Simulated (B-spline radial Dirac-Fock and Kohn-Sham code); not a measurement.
Cobalt (Z = 27). Level of theory: a Dirac–Hartree–Slater potential of the neutral atom, no hole, surface-current nucleus; calculated with a radial B-spline solver.

Before looking at the plot, say what to expect. Its caption: K-shell internal conversion coefficients against transition energy, at the marked points and joined by straight lines (also across edges).

E1 goes from 17.8 at 12.7 keV to 2.67 × 10⁻⁵ at 2000 keV; E2 goes from 528 at 12.7 keV to 4.63 × 10⁻⁵ at 2000 keV; E3 goes from 11200 at 12.7 keV to 7.51 × 10⁻⁵ at 2000 keV; E4 goes from 229000 at 12.7 keV to 1.18 × 10⁻⁴ at 2000 keV.

The computed plot:

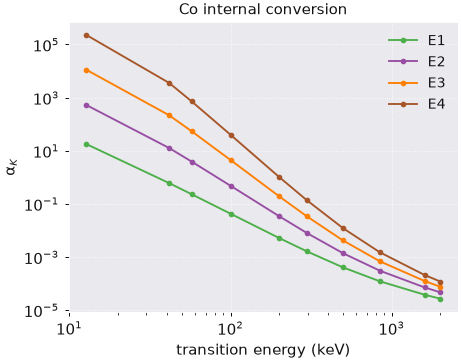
